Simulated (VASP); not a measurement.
Band structure of CdS (relaxed from the WC structure, space group P-6m2). Computed with r2SCAN meta-GGA, VASP's PBE PAW potentials (set 64) (plane waves; VASP).

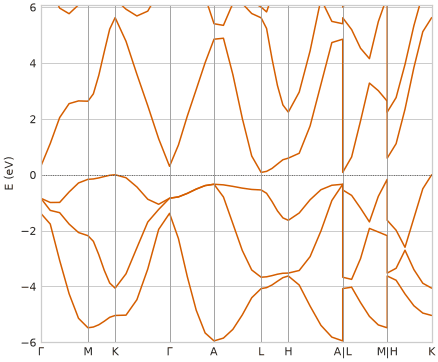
Bands along high-symmetry lines, zero at the valence-band maximum or, without a gap, the Fermi level

**Question.** Read the plot: is there a gap, and where are the band edges?

**Answer.** The gap is indirect, 0.08 eV, from the valence maximum at K to the conduction minimum at L.

The structure was generated: CdS was put into the WC type (P-6m2), which need not be its known phase. It was relaxed first, which changed the volume by +10 %.
